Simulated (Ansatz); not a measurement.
| atom | x (Å) | y (Å) | z (Å) |
| --- | --- | --- | --- |
| C | -1.7084 | 0.6707 | 0.4948 |
| B | -2.6970 | -0.3401 | -0.0540 |
| F | -3.0079 | -0.3702 | -1.3451 |
| F | -3.2854 | -1.2297 | 0.7378 |
| Si | -0.5930 | 1.8112 | 1.1138 |

Geometry: r2SCAN-D4/def2-SVP.

The calculation used isolated molecule in a Gaussian basis; Kohn-Sham density functional theory, functional PBE0 (Ansatz).

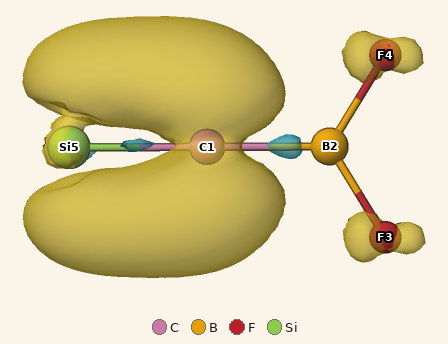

CBF$_{2}$Si (SMILES FB(F)C#[Si]) (doublet). Isosurfaces of the spin density (α minus β) at +0.02 (yellow) and −0.02 e/Å³ (cyan), seen across its widest extent.

Q: Which atoms carry the spin?

A: The unpaired spin (1 electron) lies mostly on C1 (about 0.6) and Si5 (about 0.3), in electrons by Hirshfeld's partition.
